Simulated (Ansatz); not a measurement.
**Run report: Si2H6S, geometry relaxation**

The run: geometry relaxation of Si2H6S, SMILES [SiH3]S[SiH3]. Method and program: RKS CAM-B3LYP-D4/cc-pVDZ (Ansatz 0.2.0).

It belongs to a series of runs on one base structure; here: end point A relaxed. Figures and captions count atoms from 1; the log counts them from 0 in places.

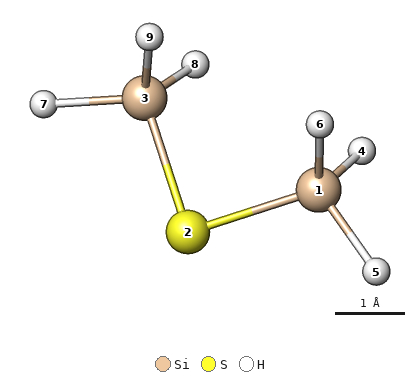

Figure 1. The input geometry (ball-and-stick view, seen at a tilt; atoms are numbered from 1 in the order of the input). Bond lengths as drawn: H–Si 1.43 to 1.54 Å and S–Si 2.07 to 2.13 Å.

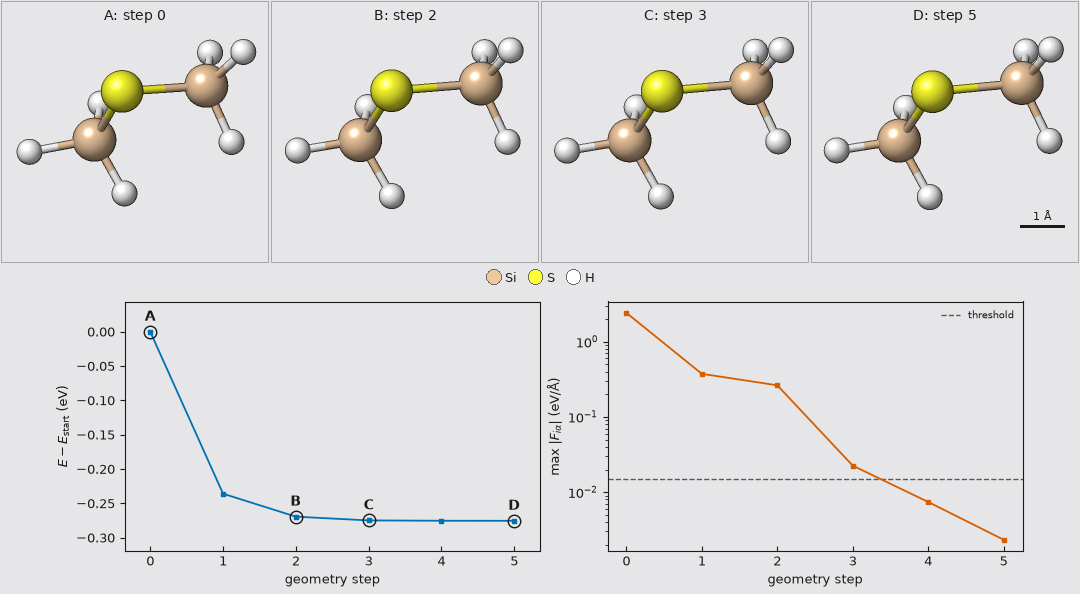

Figure 2. Frames of the relaxation (ball-and-stick view, seen at a tilt) above the curves, on which the letters mark them (the first geometry is step 0 here and step 1 in the log).

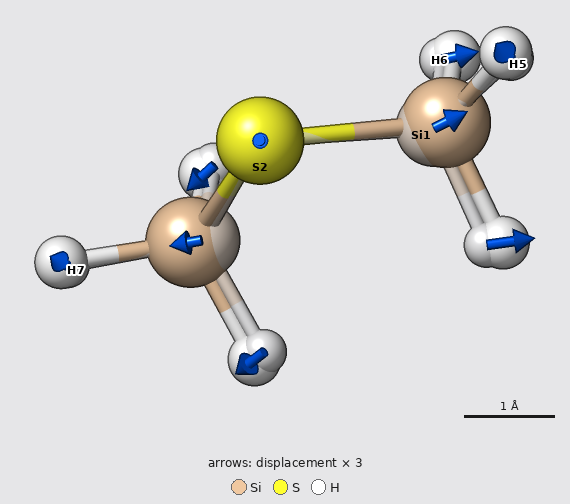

Figure 3. Start (faint) and end (solid) with the displacements as blue arrows, magnified 3 times (ball-and-stick view, seen at a tilt). The two geometries are laid on each other by the best rigid fit. The energy falls by 0.275 eV in 5 geometry steps. The largest force component goes from 2.4 to 0.0023 eV/Å. The atom that moves furthest after the best rigid fit is H4 (0.18 Å). By element the largest moves are H 0.18 Å, Si 0.14 Å, S 0.06 Å. Distances before and after: Si1–S2 2.069 → 2.162 Å, Si1–H4 1.432 → 1.492 Å, Si3–H7 1.538 → 1.488 Å, Si1–H5 1.532 → 1.488 Å. Among the angles that change: Si1–S2–Si3 93.0° → 100.0°, H8–Si3–H9 113.5° → 108.9°, H5–Si1–H6 105.9° → 110.2°. (Atoms are counted from 1 in the order of the input.)

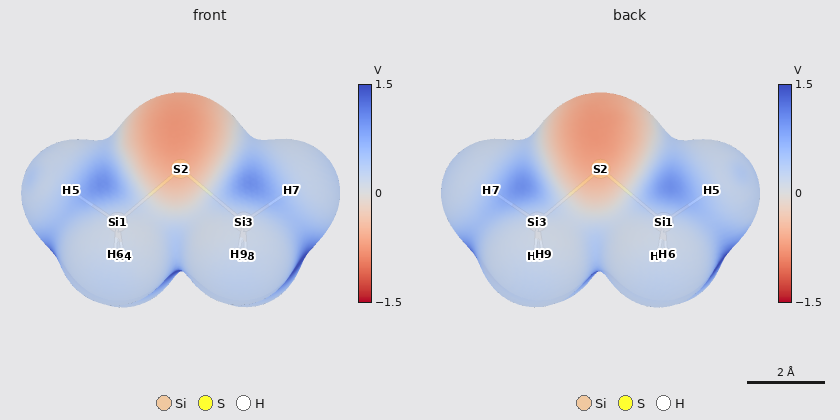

Figure 4. The electrostatic potential painted on the density surface at 0.002 e/bohr³, seen face on and from behind; red is negative and blue positive.

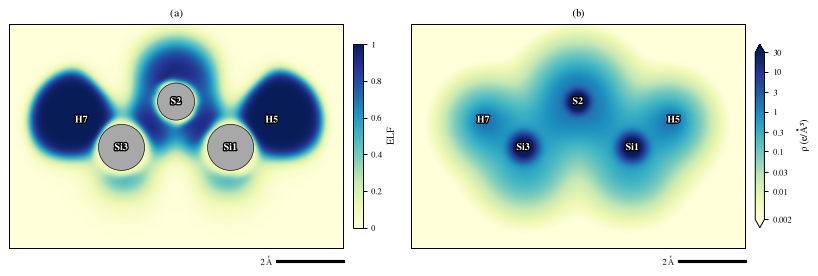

Figure 5. (a) ELF; (b) electron density on the plane of atoms S2, Si3 and H7. Grey discs, where drawn, cover atomic cores. The section cuts through Si, S and H sites. Si–S (2.16 Å): ρ is about 0.78 e/Å³ halfway; the ELF peaks at about 0.90 between the atoms (localised, shared-pair bonding). Si–H (1.49 Å): ρ at the midpoint is about 0.76 e/Å³; the ELF climbs to about 1 towards the hydrogen, as it does in any bond to H.

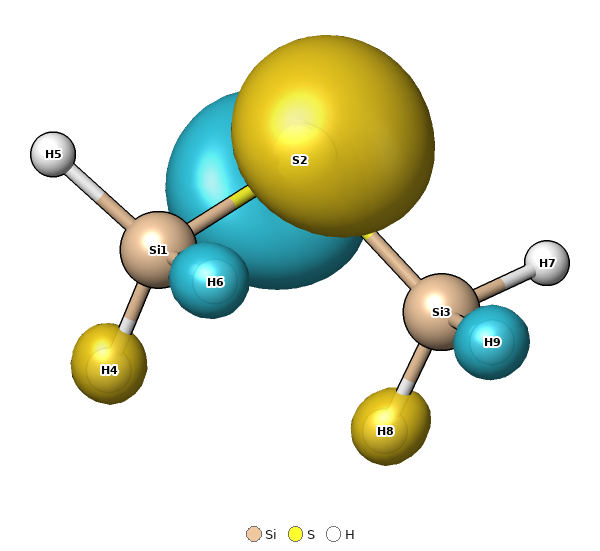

Figure 6. The HOMO at ±0.15 Å⁻³ᐟ² (yellow and cyan are the two phases), seen at a tilt. Its energy is −8.59 eV.

The input that produced these results follows, with the program's output.

### The input
```yaml
crystal:
  periodic: [false, false, false]
  atoms:
    - { symbol: Si, position_ang: [-0.6693, 1.0143, -0.8929] }
    - { symbol: S, position_ang: [1.2919, 0.4063, -0.6349] }
    - { symbol: Si, position_ang: [0.7678, -1.0388, 0.8365] }
    - { symbol: H, position_ang: [-1.4776, -0.0675, -1.368] }
    - { symbol: H, position_ang: [-0.7376, 2.1216, -1.9493] }
    - { symbol: H, position_ang: [-1.2449, 1.6125, 0.3722] }
    - { symbol: H, position_ang: [2.0708, -1.7183, 1.2902] }
    - { symbol: H, position_ang: [-0.0925, -2.0256, 0.2712] }
    - { symbol: H, position_ang: [0.1799, -0.3508, 2.0579] }
basis:
  gaussian: { orbitals: cc-pVDZ }
hamiltonian:
  xc: cam_b3lyp
  dispersion: d4
relax:
  f_tol: 0.015
  max_steps: 40
output:
  orbitals: {}
```

Launched with:
```bash
ansatz run input.yaml --threads 2 --pin off --max-ram 3072MiB --backend cpu --events-out ev --progress --plain --runs-dir out
```

### The program's output
```
The last accepted step is kept in [file] (removed where the run ends without a failure and the disk answers)
Engine: ansatz 0.2.0, aarch64-unknown-linux-gnu
Functional definition: CAM-B3LYP
  parameter alpha = 0.19
  parameter beta = 0.46
  parameter omega = 0.33/bohr
  parameter ac = 0.81
  exchange = (1 - alpha - beta)*b88_x + beta*b88_x_sr(omega) + alpha*exact_x + beta*exact_x_lr(omega)
  correlation = (1 - ac)*vwn5_c + ac*lyp_c
941 factors; integrals over basis functions are off by at most 2.8e-4 eV
342 factors; integrals over basis functions are off by at most 1.2e-6 eV
mean field evaluation 1: about -26688.8484 eV, gradient 1.0e1 eV
mean field evaluation 2: about -26689.0919 eV, gradient 6.2e0 eV
mean field evaluation 4: about -26689.2058 eV, gradient 1.4e-1 eV
mean field evaluation 8: about -26689.2048 eV, gradient 1.6e-3 eV
mean field -26689.20478559 eV, -980.8101852776 hartree, gradient 3.8e-5 eV, S^2 0.000000; 0 other end points of the search recorded, 0 dependent functions left out
the calculation of the forces begins
reference -26689.20492241 eV, -980.8101903059 hartree; 25, 25 occupied and 59, 59 virtual orbitals, 941 factors
relax step   1: F+E_penalty+E_count = -26689.39773686 eV  Δ(F+E_penalty+E_count) = +0.000e0 eV  max|allowed force component| = 2.418e0 eV/Å  Δτ_max = 0.0000 Å  (22 SCF iters, accepted)
these checks for a lower state are left out or cut short: starts, cluster_reference, orbital_swaps, neighbouring_geometries, increment
941 factors; integrals over basis functions are off by at most 3.0e-4 eV
342 factors; integrals over basis functions are off by at most 1.2e-6 eV
mean field evaluation 16: about -26689.4452 eV, gradient 8.4e-2 eV
mean field -26689.44524403 eV, -980.8190219625 hartree, gradient 7.4e-5 eV, S^2 0.000000; 0 other end points of the search recorded, 0 dependent functions left out
the calculation of the forces begins
reference -26689.44538222 eV, -980.8190270409 hartree; 25, 25 occupied and 59, 59 virtual orbitals, 941 factors
relax step   2: F+E_penalty+E_count = -26689.63359717 eV  Δ(F+E_penalty+E_count) = -2.359e-1 eV  max|allowed force component| = 3.739e-1 eV/Å  Δτ_max = 0.1427 Å  (23 SCF iters, accepted)
these checks for a lower state are left out or cut short: starts, cluster_reference, orbital_swaps, neighbouring_geometries, increment
941 factors; integrals over basis functions are off by at most 2.9e-4 eV
342 factors; integrals over basis functions are off by at most 1.1e-6 eV
mean field -26689.47819111 eV, -980.8202327452 hartree, gradient 2.5e-5 eV, S^2 0.000000; 0 other end points of the search recorded, 0 dependent functions left out
the calculation of the forces begins
reference -26689.47832898 eV, -980.8202378118 hartree; 25, 25 occupied and 59, 59 virtual orbitals, 941 factors
relax step   3: F+E_penalty+E_count = -26689.66705001 eV  Δ(F+E_penalty+E_count) = -3.345e-2 eV  max|allowed force component| = 2.632e-1 eV/Å  Δτ_max = 0.0915 Å  (22 SCF iters, accepted)
these checks for a lower state are left out or cut short: starts, cluster_reference, orbital_swaps, neighbouring_geometries, increment
941 factors; integrals over basis functions are off by at most 2.9e-4 eV
342 factors; integrals over basis functions are off by at most 1.1e-6 eV
mean field -26689.48423647 eV, -980.8204549082 hartree, gradient 1.4e-5 eV, S^2 0.000000; 0 other end points of the search recorded, 0 dependent functions left out
the calculation of the forces begins
reference -26689.48437474 eV, -980.8204599893 hartree; 25, 25 occupied and 59, 59 virtual orbitals, 941 factors
relax step   4: F+E_penalty+E_count = -26689.67252637 eV  Δ(F+E_penalty+E_count) = -5.476e-3 eV  max|allowed force component| = 2.251e-2 eV/Å  Δτ_max = 0.0287 Å  (23 SCF iters, accepted)
these checks for a lower state are left out or cut short: starts, cluster_reference, orbital_swaps, neighbouring_geometries, increment
941 factors; integrals over basis functions are off by at most 2.9e-4 eV
342 factors; integrals over basis functions are off by at most 1.2e-6 eV
mean field evaluation 32: about -26689.4851 eV, gradient 6.5e-4 eV
mean field -26689.48508562 eV, -980.8204861138 hartree, gradient 1.5e-5 eV, S^2 0.000000; 0 other end points of the search recorded, 0 dependent functions left out
the calculation of the forces begins
reference -26689.48522401 eV, -980.8204911995 hartree; 25, 25 occupied and 59, 59 virtual orbitals, 941 factors
relax step   5: F+E_penalty+E_count = -26689.67301058 eV  Δ(F+E_penalty+E_count) = -4.842e-4 eV  max|allowed force component| = 7.408e-3 eV/Å  Δτ_max = 0.0164 Å  (21 SCF iters, accepted)
these checks for a lower state are left out or cut short: starts, cluster_reference, orbital_swaps, neighbouring_geometries, increment
941 factors; integrals over basis functions are off by at most 2.9e-4 eV
342 factors; integrals over basis functions are off by at most 1.2e-6 eV
mean field -26689.48550654 eV, -980.8205015822 hartree, gradient 1.1e-5 eV, S^2 0.000000; 0 other end points of the search recorded, 0 dependent functions left out
the calculation of the forces begins
reference -26689.48564499 eV, -980.8205066702 hartree; 25, 25 occupied and 59, 59 virtual orbitals, 941 factors
relax step   6: F+E_penalty+E_count = -26689.67312222 eV  Δ(F+E_penalty+E_count) = -1.116e-4 eV  max|allowed force component| = 2.330e-3 eV/Å  Δτ_max = 0.0143 Å  (21 SCF iters, accepted)
941 factors; integrals over basis functions are off by at most 2.9e-4 eV
342 factors; integrals over basis functions are off by at most 1.2e-6 eV
mean field -26689.48550654 eV, -980.8205015822 hartree, gradient 1.1e-5 eV, S^2 0.000000; 1 other end points of the search recorded, 0 dependent functions left out
the calculation of the forces begins
reference -26689.48564499 eV, -980.8205066702 hartree; 25, 25 occupied and 59, 59 virtual orbitals, 941 factors
Total energy: -26689.67326067 eV, -980.8274014194 hartree
Atom 0 at    -0.751600     1.114329    -0.956243 Å, force    -0.002330     0.000950    -0.000194 eV/Å
Atom 1 at     1.255115     0.395536    -0.594341 Å, force    -0.001984    -0.001071     0.000382 eV/Å
Atom 2 at     0.850700    -1.099017     0.914736 Å, force    -0.000700    -0.001198     0.001825 eV/Å
Atom 3 at    -1.628958     0.009716    -1.441341 Å, force     0.001225    -0.001419    -0.000530 eV/Å
Atom 4 at    -0.626927     2.169116    -1.998935 Å, force     0.002103    -0.000918     0.000635 eV/Å
Atom 5 at    -1.340679     1.686501     0.289084 Å, force     0.001259     0.000157     0.001384 eV/Å
Atom 6 at     2.168953    -1.695158     1.264192 Å, force     0.000275     0.001582    -0.001471 eV/Å
Atom 7 at    -0.067094    -2.149183     0.385507 Å, force     0.000095     0.000281    -0.001814 eV/Å
Atom 8 at     0.228989    -0.478139     2.120241 Å, force     0.000057     0.001635    -0.000217 eV/Å
Dipole moment:    -0.203055    -0.065417     0.096568 e Å
```

### Trajectory as extended XYZ (Å, eV, eV/Å), 6 frames, from step=1 to step=6
```
9
Properties=species:S:1:pos:R:3:forces:R:3 step=1 energy=-26689.39774
Si   -0.6693    1.0143   -0.8929   -1.1324   2.4184  -0.3856
S     1.2919    0.4063   -0.6349    1.4719  -0.0942  -0.1064
Si    0.7678   -1.0388    0.8365    1.6803   0.1877   1.7016
H    -1.4776   -0.0675   -1.3680   -0.7479  -0.9684  -0.2485
H    -0.7376    2.1216   -1.9493    0.1833  -0.4787   0.4161
H    -1.2449    1.6125    0.3722    0.1039  -0.2909  -0.2147
H     2.0708   -1.7183    1.2902   -0.6261   0.3391  -0.2809
H    -0.0925   -2.0256    0.2712   -0.9347  -0.8357  -0.4204
H     0.1799   -0.3508    2.0579    0.0016  -0.2773  -0.4613
9
Properties=species:S:1:pos:R:3:forces:R:3 step=2 energy=-26689.63360
Si   -0.7341    1.1155   -0.9698   -0.0302   0.2393   0.3297
S     1.2732    0.4067   -0.5969    0.2851   0.0385  -0.1263
Si    0.8682   -1.1000    0.9055   -0.0332   0.3739   0.2531
H    -1.5825   -0.0107   -1.3974   -0.2017  -0.2331  -0.1958
H    -0.7078    2.1891   -2.0204    0.1308  -0.2026   0.1870
H    -1.3064    1.6391    0.3137    0.0303   0.0614  -0.1524
H     2.1482   -1.7626    1.3162   -0.1121   0.1769  -0.1336
H    -0.0753   -2.0835    0.3548   -0.2012  -0.3512  -0.1374
H     0.2050   -0.4399    2.0772    0.1323  -0.1031  -0.0243
9
Properties=species:S:1:pos:R:3:forces:R:3 step=3 energy=-26689.66705
Si   -0.7390    1.0953   -0.9406    0.1180   0.0330  -0.0502
S     1.2949    0.4142   -0.6059   -0.2632  -0.0750   0.1005
Si    0.8387   -1.0792    0.8983    0.0761   0.0237  -0.0474
H    -1.6073   -0.0264   -1.4094    0.0420   0.0264   0.0030
H    -0.6329    2.1495   -1.9862   -0.0513   0.0032   0.0025
H    -1.3223    1.6572    0.3139    0.0225  -0.0050  -0.0227
H     2.1441   -1.6928    1.2586    0.0092  -0.0385   0.0351
H    -0.0948   -2.1121    0.3581    0.0295   0.0213  -0.0101
H     0.2070   -0.4520    2.0961    0.0172   0.0108  -0.0106
9
Properties=species:S:1:pos:R:3:forces:R:3 step=4 energy=-26689.67253
Si   -0.7433    1.1065   -0.9497   -0.0195   0.0181  -0.0138
S     1.2697    0.4047   -0.5960    0.0001  -0.0012  -0.0021
Si    0.8465   -1.0894    0.9067    0.0094  -0.0225   0.0194
H    -1.6124   -0.0092   -1.4240    0.0007   0.0009  -0.0061
H    -0.6386    2.1606   -1.9953    0.0024  -0.0015   0.0016
H    -1.3295    1.6731    0.2995    0.0003   0.0059   0.0000
H     2.1553   -1.7011    1.2654   -0.0013   0.0034  -0.0021
H    -0.0801   -2.1272    0.3684    0.0041  -0.0039  -0.0015
H     0.2208   -0.4643    2.1078    0.0038   0.0007   0.0046
9
Properties=species:S:1:pos:R:3:forces:R:3 step=5 energy=-26689.67301
Si   -0.7483    1.1109   -0.9532   -0.0042   0.0074  -0.0063
S     1.2611    0.3994   -0.5949    0.0025   0.0005  -0.0014
Si    0.8486   -1.0949    0.9114    0.0059  -0.0066   0.0055
H    -1.6210    0.0006   -1.4338   -0.0026   0.0016  -0.0016
H    -0.6321    2.1653   -1.9973    0.0010  -0.0016   0.0017
H    -1.3352    1.6808    0.2942   -0.0021   0.0016  -0.0009
H     2.1628   -1.6978    1.2647   -0.0014   0.0017  -0.0011
H    -0.0729   -2.1392    0.3770    0.0006  -0.0027   0.0020
H     0.2255   -0.4713    2.1148    0.0003  -0.0019   0.0020
9
Properties=species:S:1:pos:R:3:forces:R:3 step=6 energy=-26689.67312
Si   -0.7516    1.1143   -0.9562   -0.0023   0.0009  -0.0002
S     1.2551    0.3955   -0.5943   -0.0020  -0.0011   0.0004
Si    0.8507   -1.0990    0.9147   -0.0007  -0.0012   0.0018
H    -1.6290    0.0097   -1.4413    0.0012  -0.0014  -0.0005
H    -0.6269    2.1691   -1.9989    0.0021  -0.0009   0.0006
H    -1.3407    1.6865    0.2891    0.0013   0.0002   0.0014
H     2.1690   -1.6952    1.2642    0.0003   0.0016  -0.0015
H    -0.0671   -2.1492    0.3855    0.0001   0.0003  -0.0018
H     0.2290   -0.4781    2.1202    0.0001   0.0016  -0.0002
```

### Results in brief

```csv
quantity,value
outcome,converged
total energy,−26689.6733 eV
mean-field energy,−26689.4856 eV
largest force (length of the vector) at the end,0.003 eV/Å
hardware,"2 threads of Arm Neoverse V1, 24 GiB of memory available, shared host"
wall time,15 s (CPU time 29 s)
peak memory,0.21 GiB
```
